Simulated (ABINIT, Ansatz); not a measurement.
# SrTiO3 (Tausonite): G0W0 on several meshes in ABINIT

How does the mesh move the gap of SrTiO3 (Tausonite)?

Method: PBE and many-body steps on it, plane waves, in ABINIT 10.8.3.

### Step 1. Set-up

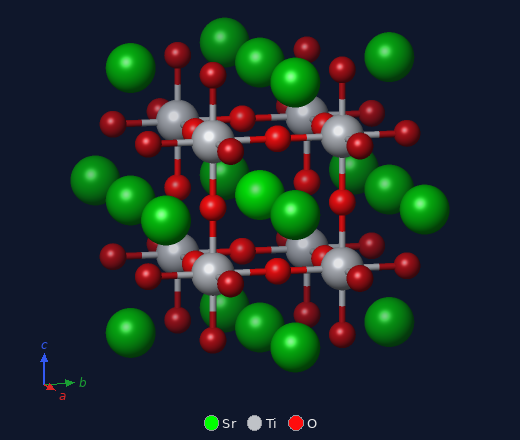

The starting structure, seen slightly off an axis (strontium green, titanium light grey, oxygen red). Some periodic images of atoms are drawn too.

The cell and positions come from the Crystallography Open Database and are kept as given unless a step says otherwise.

### Step 2. Empty states on the mesh, 4×4×4 mesh, 562 bands

This step: ABINIT 10.8.3; DFT, PBE, plane waves, norm-conserving pseudopotentials.

The sums over transitions need many empty states on a uniform mesh; this step solves for them.

run.abi reads:

```
acell 3*1.0 Angstrom
rprim 
  3.905280000000 0.000000000000 0.000000000000
  0.000000000000 3.905280000000 0.000000000000
  0.000000000000 0.000000000000 3.905280000000
ntypat 3
znucl 38 22 8
natom 5
typat 1 2 3 3 3
xred 
  0.500000000000 0.500000000000 0.500000000000
  0.000000000000 0.000000000000 0.000000000000
  0.500000000000 0.000000000000 0.000000000000
  0.000000000000 0.500000000000 0.000000000000
  0.000000000000 0.000000000000 0.500000000000
pp_dirpath "pseudos"
pseudos "Sr.upf, Ti.upf, O.upf"
ecut 38
ngkpt 4 4 4
nshiftk 1
shiftk 0 0 0
kptopt 1
chksymbreak 0
irdden 1
istwfk *1
nband 562
prtvol 0
optdriver 6
gwr_task "HDIAGO"
paral_kgb 0
occopt 1
indata_prefix "in"
outdata_prefix "out"
tmpdata_prefix "tmp"
```

The run is started by

```
$ OMP_NUM_THREADS=1 mpirun -n 4 abinit run.abi > log
```

The program printed:

```text
.Version 10.8.3 of ABINIT. v10.8.2 released Aug 2026.

 Symmetries : space group Pm -3 m (#221); Bravais cP (primitive cubic)
[... echo of the input left out ...]
== DATASET  1 ==================================================================
-   mpi_nproc: 4, omp_nthreads: 1 (-1 if OMP is not activated)

--- !DatasetInfo
iteration_state: {dtset: 1, }
dimensions: {natom: 5, nkpt: 10, mband: 562, nsppol: 1, nspinor: 1, nspden: 1, mpw: 4632, }
cutoff_energies: {ecut:  38.0, pawecutdg:  -1.0, }
[...]
Indirect band gap semiconductor
 Fundamental gap:     1.908 (eV)
   VBM:     6.925 (eV) at k: [ 5.0000E-01,  5.0000E-01,  5.0000E-01]
   CBM:     8.833 (eV) at k: [ 0.0000E+00,  0.0000E+00,  0.0000E+00]
 Direct gap:         2.263 (eV) at k: [ 0.0000E+00,  0.0000E+00,  0.0000E+00]

== END DATASET(S) ==============================================================
================================================================================

 -outvars: echo values of variables after computation  --------
           etotal      0.0000000000E+00
            nband         562
             nkpt          10
          spgroup         221
 [... the other variables as echoed above ...]

 Calculation completed.
```

The job ended after 3.6 min (4 MPI ranks of Arm Neoverse V2, shared host; peak memory 4.7 GiB).

Numbers from this step:

- gap: 1.908 eV
- k of the valence top: 0.5, 0.5, 0.5
- k of the conduction bottom: 0, 0, 0
- least direct gap: 2.263 eV
- k points computed: 10
- lowest point of the top converged band, above the valence top: 233.8938 eV

On this mesh the gap is 1.908 eV.

The density comes from a self-consistent run that is not shown.

### Step 3. Screening, 4×4×4 mesh, 238 bands, screening to 212.2 eV

The RPA dielectric matrix is built and inverted for each q.

This step: RPA screening on PBE, plane waves, norm-conserving pseudopotentials.

Changes to run.abi since step 2:

```diff
@@ -23,10 +23,11 @@
 chksymbreak 0
-irdden 1
 istwfk *1
-nband 562
-prtvol 0
-optdriver 6
-gwr_task "HDIAGO"
-paral_kgb 0
 occopt 1
+irdwfk 1
+optdriver 3
+nband 238
+ecuteps 7.8
+inclvkb 2
+awtr 1
+symchi 1
 indata_prefix "in"
```

The program printed:

```text
.Version 10.8.3 of ABINIT. v10.8.2 released Aug 2026.

 Symmetries : space group Pm -3 m (#221); Bravais cP (primitive cubic)
[... echo of the input left out ...]
== DATASET  1 ==================================================================
-   mpi_nproc: 4, omp_nthreads: 1 (-1 if OMP is not activated)

--- !DatasetInfo
iteration_state: {dtset: 1, }
dimensions: {natom: 5, nkpt: 10, mband: 238, nsppol: 1, nspinor: 1, nspden: 1, mpw: 4632, }
cutoff_energies: {ecut:  38.0, pawecutdg:  -1.0, }
electrons: {nelect:   4.00000000E+01, charge:   0.00000000E+00, occopt:   1.00000000E+00, tsmear:   1.00000000E-02, }

 SCREENING: Calculation of the susceptibility and dielectric matrices

 Based on a program developped by R.W. Godby, V. Olevano, G. Onida, and L. Reining.
 Incorporated in ABINIT by V. Olevano, G.-M. Rignanese, and M. Torrent.
.Using double precision arithmetic ; gwpc =  8

[... cell and pseudopotentials left out ...]
--------------------------------------------------------------------------------

 ==== K-mesh for the wavefunctions ====
 Number of points in the irreducible wedge :    10
[... list of points left out ...]
 Together with 48 symmetry operations and time-reversal symmetry
 yields    64 points in the full Brillouin Zone.

 ==== Q-mesh for the screening function ====
 Number of points in the irreducible wedge :    10
[... list of points left out ...]
 Together with 48 symmetry operations and time-reversal symmetry
 yields    64 points in the full Brillouin Zone.

 setmesh: FFT mesh size selected  =    30x   30x   30
          total number of points  =        27000

 vcoul_init : cutoff-mode = AUXILIARY_FUNCTION
 q-points for optical limit:   1
     1)      0.000010    0.000020    0.000030

- screening: taking advantage of time-reversal symmetry
- Maximum band index for partially occupied states nbvw = 20
- Remaining bands to be divided among processors   nbcw = 218
- Number of bands treated by each node ~54

 Number of electrons calculated from density =   40.0000; Expected =   40.0000
 average of density, n =  0.099519
 r_s =    1.3387
 omega_plasma =   30.4305 [eV]

 calculating chi0 at frequencies [eV] :
  1    0.000000E+00    0.000000E+00
  2    0.000000E+00    3.043050E+01

--------------------------------------------------------------------------------
  q-point number  1        q = ( 0.000000, 0.000000, 0.000000) [r.l.u.]
--------------------------------------------------------------------------------
[... chi0 elements left out ...]
 For q-point:  0.000010 0.000020 0.000030
  dielectric constant =   6.3893
  dielectric constant without local fields =   6.7766

  Average fulfillment of the sum rule on Im[epsilon] for q-point    1 :     78.78  [%]
[... wings left out ...]
  q-point number  2        q = ( 0.250000, 0.000000, 0.000000) [r.l.u.]
--------------------------------------------------------------------------------
[... chi0 elements left out ...]
  Average fulfillment of the sum rule on Im[epsilon] for q-point    2 :     85.50  [%]

 [... 8 further q-points ...]
```

Wall time 4.2 min (4 MPI ranks); peak memory 1.9 GiB; 17 min of CPU time.

Numbers from this step:

```yaml
eps_infinity_with_local_fields_on_this_mesh_along_the_program_s_q_direction: 6.389
the_same_without_local_fields: 6.777
plasma_frequency: 30.43 eV
plane_waves_in_the_screening_matrix: 437
```

Local fields lower ε∞ by 6 %. On a Γ-centred mesh this coarse the value itself is usually too large, while a short band sum pulls it down.

### Step 4. 4×4×4

The self-energy is evaluated for the states that the input lists, and the levels follow from it, in one-shot runs by the linearised quasiparticle equation.

This step: G0W0 on PBE, plane waves, norm-conserving pseudopotentials.

Changes to run.abi since step 3:

```diff
@@ -26,8 +26,17 @@
 irdwfk 1
-optdriver 3
+optdriver 4
 nband 238
+gwcalctyp 0
+ecutsigx 38
+symsigma 1
+nkptgw 2
+kptgw 
+  0.5000000000 0.5000000000 0.5000000000
+  0.0000000000 0.0000000000 0.0000000000
+bdgw 
+  18 23
+  18 23
 ecuteps 7.8
-inclvkb 2
-awtr 1
-symchi 1
+irdscr 1
+ppmodel 1
 indata_prefix "in"
```

The program printed:

```text
.Version 10.8.3 of ABINIT. v10.8.2 released Aug 2026.

 Symmetries : space group Pm -3 m (#221); Bravais cP (primitive cubic)
[... echo of the input left out ...]
== DATASET  1 ==================================================================
-   mpi_nproc: 4, omp_nthreads: 1 (-1 if OMP is not activated)

--- !DatasetInfo
iteration_state: {dtset: 1, }
dimensions: {natom: 5, nkpt: 10, mband: 238, nsppol: 1, nspinor: 1, nspden: 1, mpw: 4632, }
cutoff_energies: {ecut:  38.0, pawecutdg:  -1.0, }
electrons: {nelect:   4.00000000E+01, charge:   0.00000000E+00, occopt:   1.00000000E+00, tsmear:   1.00000000E-02, }

 SIGMA: Calculation of the GW corrections

 Based on a program developped by R.W. Godby, V. Olevano, G. Onida, and L. Reining.
 Incorporated in ABINIT by V. Olevano, G.-M. Rignanese, and M. Torrent.
.Using double precision arithmetic ; gwpc =  8

[... cell and pseudopotentials left out ...]
--------------------------------------------------------------------------------

 ==== K-mesh for the wavefunctions ====
 Number of points in the irreducible wedge :    10
[... list of points left out ...]
 Together with 48 symmetry operations and time-reversal symmetry
 yields    64 points in the full Brillouin Zone.

 ==== Q-mesh for screening function ====
 Number of points in the irreducible wedge :    10
[... list of points left out ...]
 Together with 48 symmetry operations and time-reversal symmetry
 yields    64 points in the full Brillouin Zone.

 vcoul_init : cutoff-mode = AUXILIARY_FUNCTION
 q-points for optical limit:   1
     1)      0.000010    0.000020    0.000030
 setmesh: FFT mesh size selected  =    45x   45x   45
          total number of points  =        91125

 Number of electrons calculated from density =   40.0000; Expected =   40.0000
 average of density, n =  0.099519
 r_s =    1.3387
 omega_plasma =   30.4305 [eV]

 === KS Band Gaps ===
  >>>> For spin  1
   Minimum direct gap =   2.2628 [eV], located at k-point      :   0.0000  0.0000  0.0000
   Fundamental gap    =   1.9077 [eV], Top of valence bands at :   0.5000  0.5000  0.5000
                                       Bottom of conduction at :   0.0000  0.0000  0.0000
 SIGMA fundamental parameters:
 PLASMON POLE MODEL  1
 number of plane-waves for SigmaX                 4457
 number of plane-waves for SigmaC and W            437
 number of plane-waves for wavefunctions          4457
 number of bands                                   238
 number of independent spin polarizations            1
 number of spinorial components                      1
 number of k-points in IBZ                          10
 number of q-points in IBZ                          10
 number of symmetry operations                      48
 number of k-points in BZ                           64
 number of q-points in BZ                           64
 number of frequencies for dSigma/dE                 9
 frequency step for dSigma/dE [eV]                0.25
 number of omega for Sigma on real axis              0
 max omega for Sigma on real axis  [eV]           0.00
 zcut for avoiding poles [eV]                     0.10

 EPSILON^-1 parameters (SCR file):
 dimension of the eps^-1 matrix on file            437
 dimension of the eps^-1 matrix used               437
 number of plane-waves for wavefunctions          4457
 number of bands                                   238
 number of q-points in IBZ                          10
 number of frequencies                               2
 number of real frequencies                          1
 number of imag frequencies                          1

 matrix elements of self-energy operator (all in [eV])

 Perturbative Calculation

--- !SelfEnergy_ee
iteration_state: {dtset: 1, }
kpoint     : [   0.500,    0.500,    0.500, ]
spin       : 1
KS_gap     :    4.517
QP_gap     :    6.373
Delta_QP_KS:    1.856
data: !SigmaeeData |
     Band     E0 <VxcDFT>   SigX SigC(E0)      Z dSigC/dE  Sig(E)    E-E0       E
       18   6.925 -20.195 -25.189   4.661   0.766  -0.306 -20.450  -0.255   6.670
       19   6.925 -20.195 -25.189   4.661   0.766  -0.306 -20.450  -0.255   6.670
       20   6.925 -20.195 -25.189   4.661   0.766  -0.306 -20.450  -0.255   6.670
       21  11.442 -21.983 -12.959  -6.859   0.739  -0.353 -20.382   1.601  13.043
       22  11.442 -21.983 -12.959  -6.859   0.739  -0.353 -20.382   1.601  13.043
       23  11.442 -21.983 -12.959  -6.859   0.739  -0.353 -20.382   1.601  13.043

--- !SelfEnergy_ee
iteration_state: {dtset: 1, }
kpoint     : [   0.000,    0.000,    0.000, ]
spin       : 1
KS_gap     :    2.263
QP_gap     :    3.854
Delta_QP_KS:    1.591
data: !SigmaeeData |
     Band     E0 <VxcDFT>   SigX SigC(E0)      Z dSigC/dE  Sig(E)    E-E0       E
[...]
21   8.833 -18.883 -11.450  -5.747   0.780  -0.282 -17.568   1.315  10.148
       22   8.833 -18.883 -11.450  -5.747   0.780  -0.282 -17.568   1.315  10.148
       23   8.833 -18.883 -11.450  -5.747   0.780  -0.282 -17.568   1.315  10.148

== END DATASET(S) ==============================================================
================================================================================

 -outvars: echo values of variables after computation  --------
           etotal      0.0000000000E+00
            nband         238
             nkpt          10
          spgroup         221
 [... the other variables as echoed above ...]

 Calculation completed.
```

Elapsed: 56 s, on 4 MPI ranks; peak memory 2 GiB; 3.7 min of CPU time.

This step gave:

```
G0W0 gap on the points computed              : 3.478 eV
starting gap on the mesh                     : 1.908 eV
k of the valence top                         : 0.5, 0.5, 0.5
k of the conduction bottom                   : 0, 0, 0
Z at the valence top                         : 0.766
Z at the conduction bottom                   : 0.78
least direct G0W0 gap on the computed points : 3.854 eV
```

The gap on the mesh goes from 1.91 eV to 3.48 eV, a correction of +1.57 eV.

### Step 5. Empty states on the mesh, 6×6×6 mesh, 246 bands

This step: DFT, PBE, plane waves, norm-conserving pseudopotentials.

Changes to run.abi since step 4:

```diff
@@ -18,3 +18,3 @@
 ecut 38
-ngkpt 4 4 4
+ngkpt 6 6 6
 nshiftk 1
@@ -23,20 +23,10 @@
 chksymbreak 0
+irdden 1
 istwfk *1
+nband 246
+prtvol 0
+optdriver 6
+gwr_task "HDIAGO"
+paral_kgb 0
 occopt 1
-irdwfk 1
-optdriver 4
-nband 238
-gwcalctyp 0
-ecutsigx 38
-symsigma 1
-nkptgw 2
-kptgw 
-  0.5000000000 0.5000000000 0.5000000000
-  0.0000000000 0.0000000000 0.0000000000
-bdgw 
-  18 23
-  18 23
-ecuteps 7.8
-irdscr 1
-ppmodel 1
 indata_prefix "in"
```

The program printed:

```text
[banner, memory and clock lines left out]
.Version 10.8.3 of ABINIT. v10.8.2 released Aug 2026.

 Symmetries : space group Pm -3 m (#221); Bravais cP (primitive cubic)
[... echo of the input left out ...]
== DATASET  1 ==================================================================
-   mpi_nproc: 4, omp_nthreads: 1 (-1 if OMP is not activated)

--- !DatasetInfo
iteration_state: {dtset: 1, }
dimensions: {natom: 5, nkpt: 20, mband: 246, nsppol: 1, nspinor: 1, nspden: 1, mpw: 4632, }
cutoff_energies: {ecut:  38.0, pawecutdg:  -1.0, }
[...]
Integrated=    4.0000E+01

 === KS gaps after direct diagonalization ===
 Indirect band gap semiconductor
 Fundamental gap:     1.908 (eV)
   VBM:     6.925 (eV) at k: [ 5.0000E-01,  5.0000E-01,  5.0000E-01]
   CBM:     8.833 (eV) at k: [ 0.0000E+00,  0.0000E+00,  0.0000E+00]
 Direct gap:         2.263 (eV) at k: [ 0.0000E+00,  0.0000E+00,  0.0000E+00]

== END DATASET(S) ==============================================================

 -outvars: echo values of variables after computation  --------
           etotal      0.0000000000E+00
            nband         246
             nkpt          20
          spgroup         221
 [... the other variables as echoed above ...]

 Calculation completed.
```

Wall time 5.5 min (4 MPI ranks); peak memory 4.7 GiB.

Numbers from this step:

```
gap                                                           : 1.908 eV
k of the valence top                                          : 0.5, 0.5, 0.5
k of the conduction bottom                                    : 0, 0, 0
least direct gap                                              : 2.263 eV
k points computed                                             : 20
lowest point of the top converged band, above the valence top : 124.7384 eV
```

On this mesh the gap is 1.908 eV.

### Step 6. Screening, 6×6×6 mesh, 238 bands, screening to 212.2 eV

This step: RPA screening on PBE, plane waves, norm-conserving pseudopotentials.

Changes to run.abi since step 5:

```diff
@@ -23,10 +23,11 @@
 chksymbreak 0
-irdden 1
 istwfk *1
-nband 246
-prtvol 0
-optdriver 6
-gwr_task "HDIAGO"
-paral_kgb 0
 occopt 1
+irdwfk 1
+optdriver 3
+nband 238
+ecuteps 7.8
+inclvkb 2
+awtr 1
+symchi 1
 indata_prefix "in"
```

The program printed:

```text
.Version 10.8.3 of ABINIT. v10.8.2 released Aug 2026.

 Symmetries : space group Pm -3 m (#221); Bravais cP (primitive cubic)
[... echo of the input left out ...]
== DATASET  1 ==================================================================
-   mpi_nproc: 4, omp_nthreads: 1 (-1 if OMP is not activated)

--- !DatasetInfo
iteration_state: {dtset: 1, }
dimensions: {natom: 5, nkpt: 20, mband: 238, nsppol: 1, nspinor: 1, nspden: 1, mpw: 4632, }
cutoff_energies: {ecut:  38.0, pawecutdg:  -1.0, }
electrons: {nelect:   4.00000000E+01, charge:   0.00000000E+00, occopt:   1.00000000E+00, tsmear:   1.00000000E-02, }

 SCREENING: Calculation of the susceptibility and dielectric matrices

 Based on a program developped by R.W. Godby, V. Olevano, G. Onida, and L. Reining.
 Incorporated in ABINIT by V. Olevano, G.-M. Rignanese, and M. Torrent.
.Using double precision arithmetic ; gwpc =  8

[... cell and pseudopotentials left out ...]
--------------------------------------------------------------------------------

 ==== K-mesh for the wavefunctions ====
 Number of points in the irreducible wedge :    20
[... list of points left out ...]
 Together with 48 symmetry operations and time-reversal symmetry
 yields   216 points in the full Brillouin Zone.

 ==== Q-mesh for the screening function ====
 Number of points in the irreducible wedge :    20
[... list of points left out ...]
 Together with 48 symmetry operations and time-reversal symmetry
 yields   216 points in the full Brillouin Zone.

 setmesh: FFT mesh size selected  =    30x   30x   30
          total number of points  =        27000

 vcoul_init : cutoff-mode = AUXILIARY_FUNCTION
 q-points for optical limit:   1
     1)      0.000010    0.000020    0.000030

- screening: taking advantage of time-reversal symmetry
- Maximum band index for partially occupied states nbvw = 20
- Remaining bands to be divided among processors   nbcw = 218
- Number of bands treated by each node ~54

 Number of electrons calculated from density =   40.0000; Expected =   40.0000
 average of density, n =  0.099519
 r_s =    1.3387
 omega_plasma =   30.4305 [eV]

 calculating chi0 at frequencies [eV] :
  1    0.000000E+00    0.000000E+00
  2    0.000000E+00    3.043050E+01

--------------------------------------------------------------------------------
  q-point number  1        q = ( 0.000000, 0.000000, 0.000000) [r.l.u.]
--------------------------------------------------------------------------------
[... chi0 elements left out ...]
 For q-point:  0.000010 0.000020 0.000030
  dielectric constant =   5.9708
  dielectric constant without local fields =   6.3459

  Average fulfillment of the sum rule on Im[epsilon] for q-point    1 :     78.81  [%]
[... wings left out ...]
  q-point number  2        q = ( 0.166667, 0.000000, 0.000000) [r.l.u.]
--------------------------------------------------------------------------------
[... chi0 elements left out ...]
  Average fulfillment of the sum rule on Im[epsilon] for q-point    2 :     87.50  [%]

 [... 18 further q-points ...]
```

Wall time 26 min (4 MPI ranks); peak memory 3.5 GiB.

This step gave:

```
ε∞ with local fields, on this mesh, along the program's q direction : 5.971
the same without local fields                                       : 6.346
plasma frequency                                                    : 30.43 eV
plane waves in the screening matrix                                 : 437
```

(Continued in part 2 of 2.)

[Paths, hosts, dates, memory and timing lines, banners, echoed tables and standing remarks are left out of the program output.]

[Logs are printed without paths, hosts, clocks, repeated set-up lines and the standing remarks that a program may print on its own settings, such as how far it seeks lower states.]

[Runs of the session that timed out or met a known fault of the program may be left out.]

[Hosts, paths, dates, database ids (printed as entryN), source tags and the programs' standing remarks are cut or masked in the printed files.]

[G0W0 gaps are taken among the corrected bands and points alone; a level outside them can change the order at an edge.]

[Where Ansatz stands beside ABINIT at settings called matched, ABINIT's density can come from a denser mesh and the files from another edition; pairs whose starting gaps differed by over 0.03 eV were left out, so agreement reads better than it is.]
